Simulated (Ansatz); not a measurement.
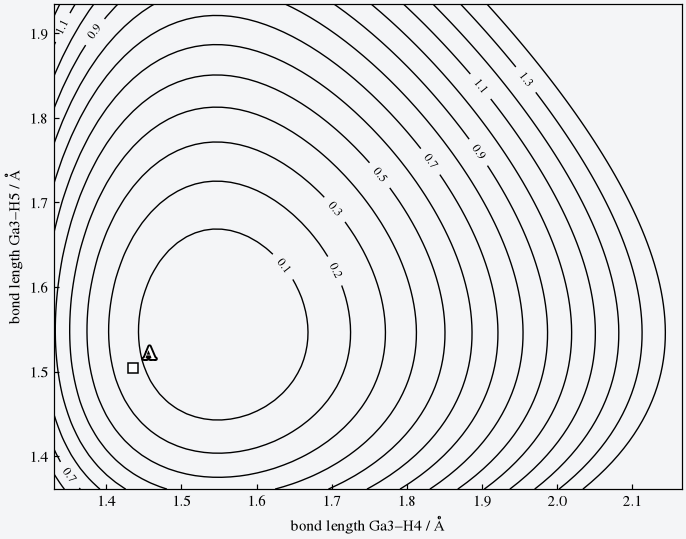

C2H2Ga, SMILES [C]#[C][GaH2], spin multiplicity 2. Coordinates scanned: (1) bond length Ga3–H4; (2) bond length Ga3–H5. Nothing is relaxed (all other coordinates rigid). Grid: 9 × 9 points. Energies are in eV, from the relaxed molecule at the same level. All numbers below come from Ansatz 0.2.0, UHF-MP2, frozen core/def2-TZVP.

The picture shows contour lines labelled in eV (none above 1.4), the point A. Between grid points the surface is interpolated.

**Which way does the force act at A, and how strong is it?**

A, at bond length Ga3–H4 = 1.435 Å, bond length Ga3–H5 = 1.504 Å, is not a stationary point. The computed force is 2.3 eV for each Å towards larger values of bond length Ga3–H4 and 0.76 eV for each Å towards larger values of bond length Ga3–H5.
